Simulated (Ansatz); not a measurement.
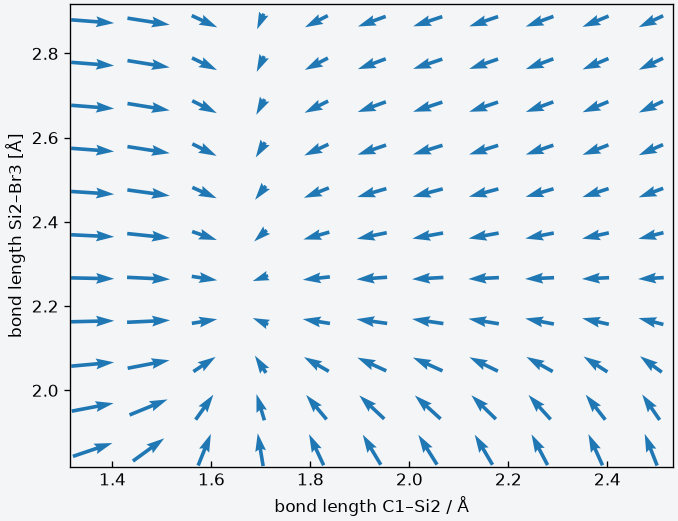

CHBrSi, SMILES C#[Si]Br. Coordinates scanned: (1) bond length C1–Si2; (2) bond length Si2–Br3. Nothing is relaxed (all other coordinates rigid). Grid: 11 × 11 points. The reference is spin-restricted, which grows unreliable where a bond is stretched far. Computed with RKS B3LYP-D4/def2-TZVP (Ansatz).

The picture shows arrows along the force (downhill), their lengths compressed.

The arrows alone are given. Where is the energy lowest?

The arrows converge at about bond length C1–Si2 = 1.659 Å, bond length Si2–Br3 = 2.213 Å (read from the interpolated surface).

The energy map of the same scan:

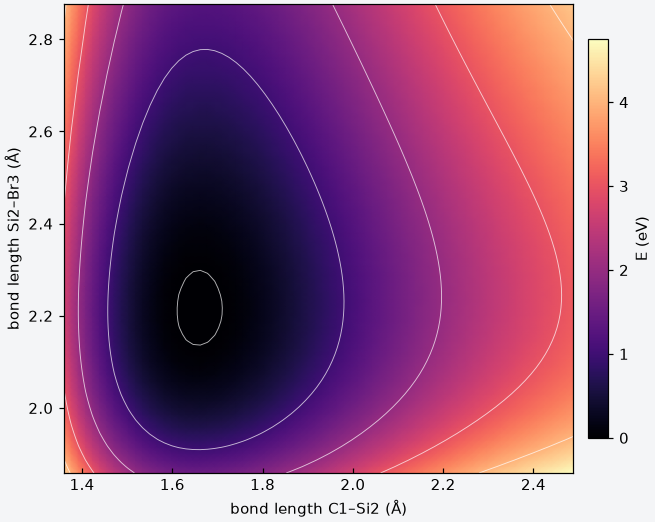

Energies are in eV, from the lowest grid point; between grid points the surface is interpolated.
